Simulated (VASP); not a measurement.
Energy against volume of BaTiO3 (cubic perovskite). Computed with PBEsol GGA, VASP's PBE PAW potentials (set 64) (plane waves; VASP).

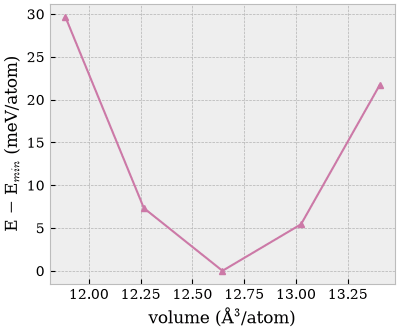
Figure. Energy against volume

Estimate the equilibrium volume and the bulk modulus.

The minimum lies near 12.7 Å³/atom, and the curvature gives B0 of about 180 GPa.

Measured: bulk modulus 162 GPa (computed value off by +9.9 %), as given by Yu-ichiro Matsushita et al., Physical Review B (2011), arXiv:1104.2769; a 4.001 Å (computed value off by -0.4 %), as given by Yubo Zhang et al., Physical Review B (2017), arXiv:1702.04817. The calculation is for a static lattice, while the measured bulk modulus, a hold thermal and zero-point effects, which are part of the difference.

The compound is BaTiO3 in the cubic perovskite structure, the ideal cubic form; the compound distorts at low or room temperature. It was relaxed first.
